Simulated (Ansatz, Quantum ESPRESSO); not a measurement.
# NaSbSe3 (Pm-3m): zone-centre phonons, part 2 of 3

Aim: the zone-centre modes of NaSbSe3 (Pm-3m).

Quantum ESPRESSO 8.0 development, patched; DFT LDA, scalar-relativistic, plane waves, PseudoDojo norm-conserving pseudopotentials.

So far. Step 2 (A probe with smearing): No gap opens on this mesh, so smearing is kept; the start stands at -1.9 GPa. Step 4 (Ground state): The cell stands at 0.001 GPa, close enough for phonons. The relaxed cell has a = 5.246 Å (conventional setting).

The structure was built from a prototype and need not be the compound's stable phase.

**5. Zone-centre response**

At q = 0 one unit cell holds all displacements; symmetry groups them into irreducible representations that are solved one by one. With smeared occupations no response to a homogeneous field can be asked.

ph.in reads:

```
phonons
 &inputph
    prefix='x',
    outdir='./tmp',
    fildyn='g.dyn',
    tr2_ph=1.0d-18,
    alpha_mix(1)=0.4,
    nmix_ph=8,
 /
0.000000000000 0.000000000000 0.000000000000
```

Started as:

```sh
> OMP_NUM_THREADS=1 mpirun -n 4 ph.x -nk 4 -in ph.in > ph.out
```

The program printed:

```text
[banners, grids, parts of the stress and lines that vanish by symmetry left out]
[banner, memory and clock lines left out]
Program PHONON v.8.0dev

     Dynamical matrices for q-points given in input
     (   1q-points):
       N         xq(1)         xq(2)         xq(3)
       1   0.000000000   0.000000000   0.000000000

     ./tmp/x.save/

     IMPORTANT: XC functional enforced from input :
     Exchange-correlation= PW
                           (   1   4   0   0   0   0   0)
     Any further DFT definition will be discarded
     Please, verify this is what you really want

     G-vector sticks info

     Reading collected, re-writing distributed wavefunctions in ./tmp/

     Number and degeneracy of irreps per q-point
       N         xq(1)         xq(2)         xq(3)   N irreps
       1   0.000000000   0.000000000   0.000000000       5
        3   3   3   3   3

     Calculation of q =    0.0000000   0.0000000   0.0000000

     phonons

     bravais-lattice index     =            1
     lattice parameter (alat)  =       9.9136  a.u.
     unit-cell volume          =     974.3021 (a.u.)^3
     number of atoms/cell      =            5
     number of atomic types    =            3
     kinetic-energy cut-off    =      88.0000  Ry
     charge density cut-off    =     352.0000  Ry
     convergence threshold     =      1.0E-18
     beta                      =       0.4000
     number of iterations used =            8
     Exchange-correlation= PW
                           (   1   4   0   0   0   0   0)

     celldm(1)=    9.91360  celldm(2)=    0.00000  celldm(3)=    0.00000
     celldm(4)=    0.00000  celldm(5)=    0.00000  celldm(6)=    0.00000

     crystal axes: (cart. coord. in units of alat)
               a(1) = (  1.0000  0.0000  0.0000 )
               a(2) = (  0.0000  1.0000  0.0000 )
               a(3) = (  0.0000  0.0000  1.0000 )

     reciprocal axes: (cart. coord. in units 2 pi/alat)
               b(1) = (  1.0000  0.0000  0.0000 )
               b(2) = (  0.0000  1.0000  0.0000 )
               b(3) = (  0.0000  0.0000  1.0000 )

     Atoms inside the unit cell:

     Cartesian axes

     site n.  atom      mass           positions (alat units)
        1  Na     22.9898   tau(    1) = (    0.00000    0.00000    0.00000  )
        2  Sb    121.7600   tau(    2) = (    0.50000    0.50000    0.50000  )
        3  Se     78.9710   tau(    3) = (    0.50000    0.50000    0.00000  )
        4  Se     78.9710   tau(    4) = (    0.50000    0.00000    0.50000  )
        5  Se     78.9710   tau(    5) = (    0.00000    0.50000    0.50000  )

     Computing dynamical matrix for
                    q = (   0.0000000   0.0000000   0.0000000 )

     49 Sym.Ops. (with q -> -q+G )

     G cutoff =  876.2849  ( 108767 G-vectors)     FFT grid: ( 60, 60, 60)

     number of k points=    20  Marzari-Vanderbilt smearing, width (Ry)=  0.0200
                       cart. coord. in units 2pi/alat
        k(    1) = (   0.0000000   0.0000000   0.0000000), wk =   0.0092593
        k(    2) = (   0.0000000   0.0000000   0.1666667), wk =   0.0555556
        k(    3) = (   0.0000000   0.0000000   0.3333333), wk =   0.0555556
        [... further k-points left out ...]

     PseudoPot. # 1 for Na read from file:
     ./pseudo/Na.upf
     Pseudo is Norm-conserving, Zval =  9.0
     Using radial grid of 1968 points,  4 beta functions with:
                l(1) =   0
                l(2) =   0
                l(3) =   1
                l(4) =   1

     PseudoPot. # 2 for Sb read from file:
     ./pseudo/Sb.upf
     Pseudo is Norm-conserving + core correction, Zval = 15.0
     Using radial grid of 1416 points,  6 beta functions with:
                l(1) =   0
                l(2) =   0
                l(3) =   1
                l(4) =   1
                l(5) =   2
                l(6) =   2

     PseudoPot. # 3 for Se read from file:
     ./pseudo/Se.upf
     Pseudo is Norm-conserving + core correction, Zval = 16.0
     Using radial grid of 1198 points,  6 beta functions with:
                l(1) =   0
                l(2) =   0
                l(3) =   1
                l(4) =   1
                l(5) =   2
                l(6) =   2

     Mode symmetry, O_h (m-3m)  point group:

     Atomic displacements:
     There are    5 irreducible representations

     Representation     1      3 modes -  To be done

     Representation     2      3 modes -  To be done

     Representation     3      3 modes -  To be done

     Representation     4      3 modes -  To be done

     Representation     5      3 modes -  To be done

     Alpha used in Ewald sum =   2.8000

     Representation #   1 modes #   1   2   3

     Self-consistent Calculation

     The passes end when |ddv_scf|^2 is under  2.6E-20 (on this mesh; tr2_ph alone asks  1.0E-18)
      iter #   1   av.it.:   9.2
      thresh= 1.000E-02 alpha_mix =  0.400 |ddv_scf|^2 =  1.281E-06
      iter #   2   av.it.:  15.8
      thresh= 1.132E-04 alpha_mix =  0.400 |ddv_scf|^2 =  7.465E-08
      iter #   3   av.it.:  16.0
      thresh= 2.732E-05 alpha_mix =  0.400 |ddv_scf|^2 =  1.566E-09
      iter #   4   av.it.:  16.5
      thresh= 3.957E-06 alpha_mix =  0.400 |ddv_scf|^2 =  1.708E-10
      iter #   5   av.it.:  16.2
      thresh= 1.307E-06 alpha_mix =  0.400 |ddv_scf|^2 =  9.810E-12
      iter #   6   av.it.:  16.2
      thresh= 3.132E-07 alpha_mix =  0.400 |ddv_scf|^2 =  2.786E-13
      iter #   7   av.it.:  16.4
      thresh= 5.279E-08 alpha_mix =  0.400 |ddv_scf|^2 =  8.165E-15
      iter #   8   av.it.:  16.7
      thresh= 9.036E-09 alpha_mix =  0.400 |ddv_scf|^2 =  8.458E-16
      iter #   9   av.it.:  17.1
      thresh= 2.908E-09 alpha_mix =  0.400 |ddv_scf|^2 =  3.065E-17
      iter #  10   av.it.:  16.8
      thresh= 5.536E-10 alpha_mix =  0.400 |ddv_scf|^2 =  1.813E-19
      iter #  11   av.it.:  16.6
      thresh= 4.257E-11 alpha_mix =  0.400 |ddv_scf|^2 =  2.526E-20

     End of self-consistent calculation

     Convergence has been achieved

     Representation #   2 modes #   4   5   6

     Self-consistent Calculation

     The passes end when |ddv_scf|^2 is under  2.6E-20 (on this mesh; tr2_ph alone asks  1.0E-18)
      iter #   1   av.it.:   7.7
      thresh= 1.000E-02 alpha_mix =  0.400 |ddv_scf|^2 =  1.118E-06
      iter #   2   av.it.:  15.2
      thresh= 1.057E-04 alpha_mix =  0.400 |ddv_scf|^2 =  6.790E-08
      iter #   3   av.it.:  15.6
      thresh= 2.606E-05 alpha_mix =  0.400 |ddv_scf|^2 =  9.739E-10
[...]
End of self-consistent calculation

     Convergence has been achieved

     Representation #   3 modes #   7   8   9

     Self-consistent Calculation

     The passes end when |ddv_scf|^2 is under  2.6E-20 (on this mesh; tr2_ph alone asks  1.0E-18)
[...]
End of self-consistent calculation

     Convergence has been achieved

     Representation #   4 modes #  10  11  12

     Self-consistent Calculation

     The passes end when |ddv_scf|^2 is under  2.6E-20 (on this mesh; tr2_ph alone asks  1.0E-18)
[...]
End of self-consistent calculation

     Convergence has been achieved

     Representation #   5 modes #  13  14  15

     Self-consistent Calculation

     The passes end when |ddv_scf|^2 is under  2.6E-20 (on this mesh; tr2_ph alone asks  1.0E-18)
[...]
iter #   4   av.it.:  16.3
      thresh= 2.343E-06 alpha_mix =  0.400 |ddv_scf|^2 =  1.917E-12
      iter #   5   av.it.:  16.2
      thresh= 1.384E-07 alpha_mix =  0.400 |ddv_scf|^2 =  2.956E-13
      iter #   6   av.it.:  16.4
      thresh= 5.437E-08 alpha_mix =  0.400 |ddv_scf|^2 =  6.953E-15
      iter #   7   av.it.:  16.9
      thresh= 8.339E-09 alpha_mix =  0.400 |ddv_scf|^2 =  7.357E-17
      iter #   8   av.it.:  16.4
      thresh= 8.577E-10 alpha_mix =  0.400 |ddv_scf|^2 =  8.369E-18
      iter #   9   av.it.:  17.0
      thresh= 2.893E-10 alpha_mix =  0.400 |ddv_scf|^2 =  8.071E-20
      iter #  10   av.it.:  17.1
      thresh= 2.841E-11 alpha_mix =  0.400 |ddv_scf|^2 =  2.466E-22

     End of self-consistent calculation

     Convergence has been achieved

     Number of q in the star =    1
     List of q in the star:
          1   0.000000000   0.000000000   0.000000000

     Diagonalizing the dynamical matrix

     q = (    0.000000000   0.000000000   0.000000000 )

 **************************************************************************
     freq (    1) =      -2.589931 [THz] =     -86.390795 [cm-1]
     freq (    2) =      -2.589931 [THz] =     -86.390795 [cm-1]
     freq (    3) =      -2.589931 [THz] =     -86.390795 [cm-1]
     freq (    4) =      -1.546694 [THz] =     -51.592162 [cm-1]
     freq (    5) =      -1.546694 [THz] =     -51.592162 [cm-1]
     freq (    6) =      -1.546694 [THz] =     -51.592162 [cm-1]
     freq (    7) =      -1.346381 [THz] =     -44.910439 [cm-1]
     freq (    8) =      -1.346381 [THz] =     -44.910439 [cm-1]
     freq (    9) =      -1.346381 [THz] =     -44.910439 [cm-1]
     freq (   10) =       0.193063 [THz] =       6.439886 [cm-1]
     freq (   11) =       0.193063 [THz] =       6.439886 [cm-1]
     freq (   12) =       0.193063 [THz] =       6.439886 [cm-1]
     freq (   13) =       5.169606 [THz] =     172.439506 [cm-1]
     freq (   14) =       5.169606 [THz] =     172.439506 [cm-1]
     freq (   15) =       5.169606 [THz] =     172.439506 [cm-1]
 **************************************************************************

     Mode symmetry, O_h (m-3m)  point group:

     freq (   1-   3) =        -86.4  [cm-1]   --> T_1u G_15  G_4- I
     freq (   4-   6) =        -51.6  [cm-1]   --> T_2u G_25  G_5-
     freq (   7-   9) =        -44.9  [cm-1]   --> T_1u G_15  G_4- I
     freq (  10-  12) =          6.4  [cm-1]   --> T_1u G_15  G_4- I
     freq (  13-  15) =        172.4  [cm-1]   --> T_1u G_15  G_4- I
```

Elapsed: 38 min, on 4 MPI ranks of Intel Xeon Platinum 8488C (Sapphire Rapids), shared host.

This step gave:

```yaml
largest_acoustic_frequency_at_the_zone_centre_before_the_sum_rule: 6.44 cm⁻¹
highest_optical_zone_centre_mode_no_lo_to_term: 172.4 cm⁻¹
lowest_optical_zone_centre_mode: -86.39 cm⁻¹
```

The acoustic modes at Γ come out as far as 6.4 cm⁻¹ from zero, where they should vanish, a small numerical error. The lowest optical mode is imaginary, 86i cm⁻¹, an instability at this level and on this k mesh.

**6. Modes with the sum rule**

A rigid shift of the crystal must cost nothing, but grids and finite bases break this; the acoustic sum rule is imposed before the matrix is diagonalised again.

dynmat.in reads:

```
 &input
    fildyn='g.dyn',
    asr='simple',
    fileig='dynmat.eig',
 /
```

Started as:

```sh
> dynmat.x -in dynmat.in > dynmat.out
```

The program printed:

```text
[banner, memory and clock lines left out]
Program DYNMAT v.8.0dev

     Reading Dynamical Matrix from file g.dyn
     ...Force constants read
     ...epsilon and Z* not read (not found on file)
     A direction for q was not specified:TO-LO splitting will be absent

     Polarizability (A^3 units)
     multiply by 1.000000 for Clausius-Mossotti correction (not under assume_isolated = 'mt')
         0.000000    0.000000    0.000000
         0.000000    0.000000    0.000000
         0.000000    0.000000    0.000000

     IR activities are in (D/A)^2/amu units

# mode   [cm-1]    [THz]      IR
    1    -87.32   -2.6179    0.0000
    2    -87.32   -2.6179    0.0000
    3    -87.32   -2.6179    0.0000
    4    -51.59   -1.5467    0.0000
    5    -51.59   -1.5467    0.0000
    6    -51.59   -1.5467    0.0000
    7    -48.67   -1.4590    0.0000
    8    -48.67   -1.4590    0.0000
    9    -48.67   -1.4590    0.0000
   10     -0.00   -0.0000    0.0000
   11      0.00    0.0000    0.0000
   12      0.00    0.0000    0.0000
   13    172.43    5.1692    0.0000
   14    172.43    5.1692    0.0000
   15    172.43    5.1692    0.0000

[end of the log left out, with the tail of the file of modes that dynmat.x writes under the same name]
```

Elapsed: 0.69 s, on 1 thread.

Read from the output:

```yaml
lowest_optical_zone_centre_mode: -87.32 cm⁻¹
```

Unit eigenvectors of the mass-weighted matrix after the sum rule; no LO-TO term. The modes at Γ (shares of kinetic energy by element, %) (negative means imaginary):

| mode | frequency (cm⁻¹) | Na % | Sb % | Se % |
| --- | --- | --- | --- | --- |
| 1 | -87.3 | 31 | 19 | 49 |
| 2 | -87.3 | 31 | 19 | 49 |
| 3 | -87.3 | 31 | 19 | 49 |
| 4 | -51.6 | 0 | 0 | 100 |
| 5 | -51.6 | 0 | 0 | 100 |
| 6 | -51.6 | 0 | 0 | 100 |
| 7 | -48.7 | 63 | 25 | 13 |
| 8 | -48.7 | 63 | 25 | 13 |
| 9 | -48.7 | 63 | 25 | 13 |
| 10 | 0.0 | 6 | 32 | 62 |
| 11 | 0.0 | 6 | 32 | 62 |
| 12 | 0.0 | 6 | 32 | 62 |
| 13 | 172.4 | 0 | 24 | 76 |
| 14 | 172.4 | 0 | 24 | 76 |
| 15 | 172.4 | 0 | 24 | 76 |

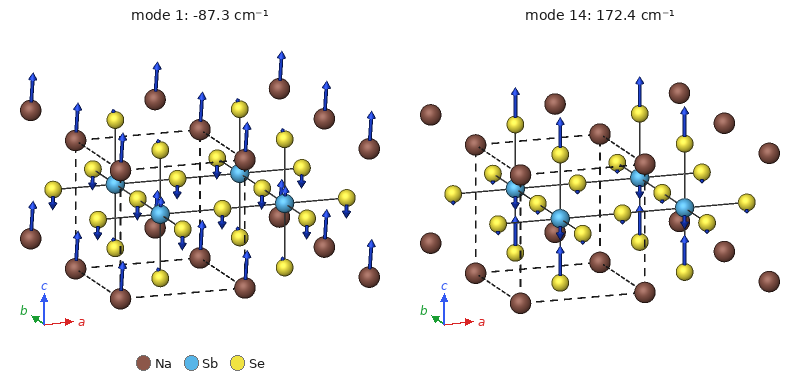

Displacement patterns of modes 1 and 14 at Γ; arrows are exaggerated. 2×2×1 cells are drawn. Some periodic images of atoms are drawn too.

The rule also moves an optical mode by 3.8 cm⁻¹.

**7. Sum rules set otherwise (asr crystal)**

The rule can be imposed in more than one way; the choices should agree where the raw error is small.

dynmat.in reads:

```
 &input
    fildyn='g.dyn',
    asr='crystal',
    fileig='dynmat.eig',
 /
```

Started as:

```sh
> dynmat.x -in dynmat.in > dynmat.out
```

The program printed:

```text
[banner, memory and clock lines left out]
Program DYNMAT v.8.0dev

     Reading Dynamical Matrix from file g.dyn
     ...Force constants read
     ...epsilon and Z* not read (not found on file)
     Acoustic Sum Rule: || Z*(ASR) - Z*(orig)|| =    0.000000E+00
     Acoustic Sum Rule: ||dyn(ASR) - dyn(orig)||=    9.933158E-04
     A direction for q was not specified:TO-LO splitting will be absent

     Polarizability (A^3 units)
     multiply by 1.000000 for Clausius-Mossotti correction (not under assume_isolated = 'mt')
         0.000000    0.000000    0.000000
         0.000000    0.000000    0.000000
         0.000000    0.000000    0.000000

     IR activities are in (D/A)^2/amu units

# mode   [cm-1]    [THz]      IR
    1    -86.56   -2.5950    0.0000
    2    -86.56   -2.5950    0.0000
    3    -86.56   -2.5950    0.0000
    4    -51.59   -1.5467    0.0000
    5    -51.59   -1.5467    0.0000
    6    -51.59   -1.5467    0.0000
    7    -46.07   -1.3812    0.0000
    8    -46.07   -1.3812    0.0000
    9    -46.07   -1.3812    0.0000
   10     -0.00   -0.0000    0.0000
   11     -0.00   -0.0000    0.0000
   12     -0.00   -0.0000    0.0000
   13    172.44    5.1696    0.0000
   14    172.44    5.1696    0.0000
   15    172.44    5.1696    0.0000

[end of the log left out, with the tail of the file of modes that dynmat.x writes under the same name]
```

The job ended after 0.64 s (1 thread).

Read from the output:

* lowest optical zone-centre mode: -86.56 cm⁻¹

Zone-centre frequencies as printed; negative means imaginary. Modes:

```csv
mode,frequency (cm⁻¹)
1,-86.56
2,-86.56
3,-86.56
4,-51.59
5,-51.59
6,-51.59
7,-46.07
8,-46.07
9,-46.07
10,0
11,0
12,0
13,172.4
14,172.4
15,172.4
```

Against the first rule no mode moves by more than 2.7 cm⁻¹.

**8. Sum rules set otherwise: a sum rule for molecules or wires on a crystal**

This rule also removes rotations, which suits molecules and not a crystal; it is tried to see the harm.

dynmat.in reads:

```
 &input
    fildyn='g.dyn',
    asr='zero-dim',
    fileig='dynmat.eig',
 /
```

Started as:

```sh
> dynmat.x -in dynmat.in > dynmat.out
```

The program printed:

```text
[banner, memory and clock lines left out]
Program DYNMAT v.8.0dev

     Reading Dynamical Matrix from file g.dyn
     ...Force constants read
     ...epsilon and Z* not read (not found on file)
     Warning: this looks like a crystal, not a molecule in a box: use asr = 'crystal'
     Acoustic Sum Rule: || Z*(ASR) - Z*(orig)|| =    0.000000E+00
     Acoustic Sum Rule: ||dyn(ASR) - dyn(orig)||=    6.502882E-02
     A direction for q was not specified:TO-LO splitting will be absent

     Polarizability (A^3 units)
     multiply by 1.000000 for Clausius-Mossotti correction (not under assume_isolated = 'mt')
         0.000000    0.000000    0.000000
         0.000000    0.000000    0.000000
         0.000000    0.000000    0.000000

     IR activities are in (D/A)^2/amu units

# mode   [cm-1]    [THz]      IR
    1    -97.35   -2.9186    0.0000
    2    -97.35   -2.9186    0.0000
    3    -86.56   -2.5950    0.0000
    4    -52.24   -1.5661    0.0000
    5    -52.24   -1.5661    0.0000
    6    -46.07   -1.3812    0.0000
    7     -0.00   -0.0000    0.0000
    8      0.00    0.0000    0.0000
    9      0.00    0.0000    0.0000
   10      0.00    0.0000    0.0000
   11      0.00    0.0000    0.0000
   12      0.00    0.0000    0.0000
   13    169.63    5.0854    0.0000
   14    169.63    5.0854    0.0000
   15    172.44    5.1696    0.0000

[end of the log left out, with the tail of the file of modes that dynmat.x writes under the same name]
```

Wall time 0.64 s (1 thread).

The run ended normally, but on settings that are not sound.

The fault: a sum rule for molecules or wires on a crystal; 3 optical modes are projected out to zero frequency, as if they were rotations.

For a crystal the rule has to be 'simple' or 'crystal'.

Zone-centre frequencies as printed; negative means imaginary. Modes:

```
mode  frequency (cm⁻¹)
   1            -97.35
   2            -97.35
   3            -86.56
   4            -52.24
   5            -52.24
   6            -46.07
   7                 0
   8                 0
   9                 0
  10                 0
  11                 0
  12                 0
  13             169.6
  14             169.6
  15             172.4
```

(Continued in part 3 of 3.)

[Host names and launcher messages were left out of these logs when they were recorded.]

[Logs are printed without paths, hosts, clocks, repeated set-up lines and the standing remarks that a program may print on its own settings, such as how far it seeks lower states.]

[Hosts, paths, dates, database ids (printed as entryN), source tags and the programs' standing remarks are cut or masked in the printed files.]
